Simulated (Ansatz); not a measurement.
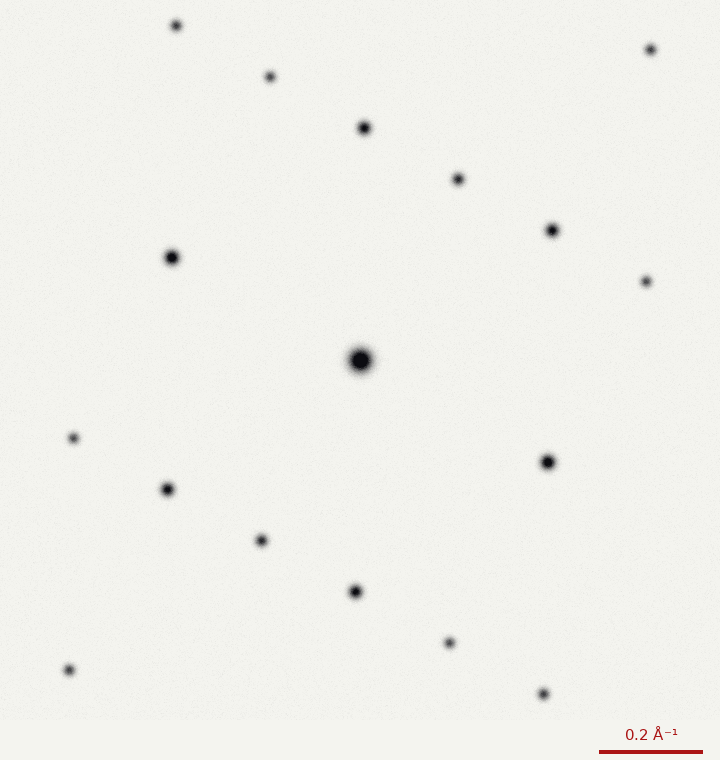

Computed electron diffraction pattern, 100 kV, single scattering only, B = 0.5 Å².

It belongs to SbW3, space group Pmmn (No. 59), a = 4.79 Å, b = 5.65 Å, c = 4.98 Å. Structure: the geometry relaxed with DFT, PAW plane waves, r2scan in Ansatz; the starting structure was generated, so it need not be a known form of this composition.

```
W Sb
1.0
     4.78692    0.00000    0.00000
     0.00000    5.64844    0.00000
     0.00000    0.00000    4.98117
W Sb
6 2
Direct
  0.00000 0.74877 0.33018
  0.00000 0.25123 0.33018
  0.50000 0.24877 0.66982
  0.50000 0.75123 0.66982
  0.50000 0.00000 0.18142
  0.00000 0.50000 0.81858
  0.00000 0.00000 0.83639
  0.50000 0.50000 0.16361
```

**Which low-index zone axis gives this pattern?**

The spots form a rectangular net whose two shortest vectors correspond to d = 4.79 Å and 2.49 Å, 90.0° apart. They index as 1 0 0 (itself extinct) and 0 0 2, so the zone axis is ±[010]. The zone [012] gives nearly the same net, so geometry alone does not settle it; this pattern was computed for [010].

**Which reflections of this zone are missing, and why?**

A screw axis and a glide plane both extinguish reflections such as 1 0 0, 3 0 0; reflections such as 0 0 1, 1 0 -1, 1 0 1 are allowed but too weak to see at this display level. In a thicker crystal double diffraction can put intensity into those places emptied by glide planes or screw axes that lie on the net of the visible spots, but never into those emptied by centring.
